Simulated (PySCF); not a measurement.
C4H3F4O2 (charge −1)

```yaml
atoms:
  - { symbol: O, position_ang: [-3.1347, -0.0112, 0.5452] }
  - { symbol: C, position_ang: [-2.0828, 0.5463, 0.2767] }
  - { symbol: O, position_ang: [-1.8168, 1.7084, -0.0331] }
  - { symbol: C, position_ang: [-0.7428, -0.3937, 0.3864] }
  - { symbol: F, position_ang: [-1.0128, -1.7230, 0.0907] }
  - { symbol: C, position_ang: [0.3306, 0.1343, -0.5540] }
  - { symbol: C, position_ang: [1.7412, -0.1352, -0.1086] }
  - { symbol: F, position_ang: [2.0679, -1.4405, -0.0633] }
  - { symbol: F, position_ang: [2.0313, 0.3556, 1.1095] }
  - { symbol: F, position_ang: [2.6590, 0.4221, -0.9427] }
  - { symbol: H, position_ang: [-0.4089, -0.3763, 1.4317] }
  - { symbol: H, position_ang: [0.1706, 1.2183, -0.6125] }
  - { symbol: H, position_ang: [0.1938, -0.3048, -1.5438] }
```

Geometry: GFN2-xTB, NEB image 0 of 0 to 8.

Theory: PBE0/pcSseg-1, SCF density, gas phase, non-relativistic in PySCF 2.14.0.

Question: What can the converged electron density and electron localisation function tell about the bonding?

Answer: C–O (1.22 Å): ρ at the midpoint is about 3.2 e/Å³; the ELF peaks at about 0.85 between the atoms; a multiple bond.
C–C (1.64 Å): ρ at the midpoint is about 1.4 e/Å³; the ELF peaks at about 0.95 between the atoms (a shared electron pair).

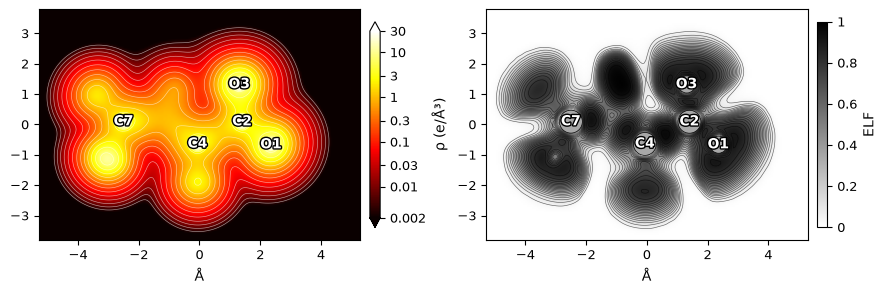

Computed electron density and electron localisation function on the plane of atoms O1, C2 and O3, in this order. Grey discs cover the atomic cores in the ELF map. 
